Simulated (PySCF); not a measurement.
```yaml
atoms:
  - { symbol: Li, position_ang: [0.0000, 0.0000, -2.2483] }
  - { symbol: Mg, position_ang: [0.0000, 0.0000, 0.6577] }
```

Method: PBE0/cc-pVDZ(-PP), non-relativistic Hamiltonian with scalar-relativistic core potentials where named, at a bond length of 2.906 Å (PySCF).

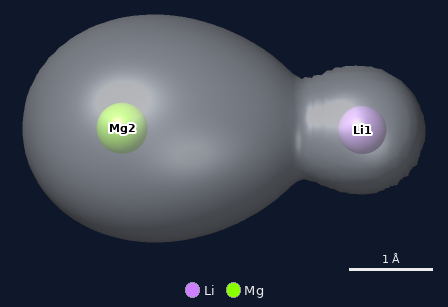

LiMg (charge +1). Isosurface of the total electron density at 0.05 e/Å³ (grey), seen from one side.

Q: How is the density connected at this value?

A: At this value the surface is in one piece. It bridges the sampled Li–Mg (2.91 Å) contact, where the density stays above the isovalue. On the grid the lowest density along these lines, outside the cores, is 0.08 e/Å³ (Li–Mg, 2.91 Å).
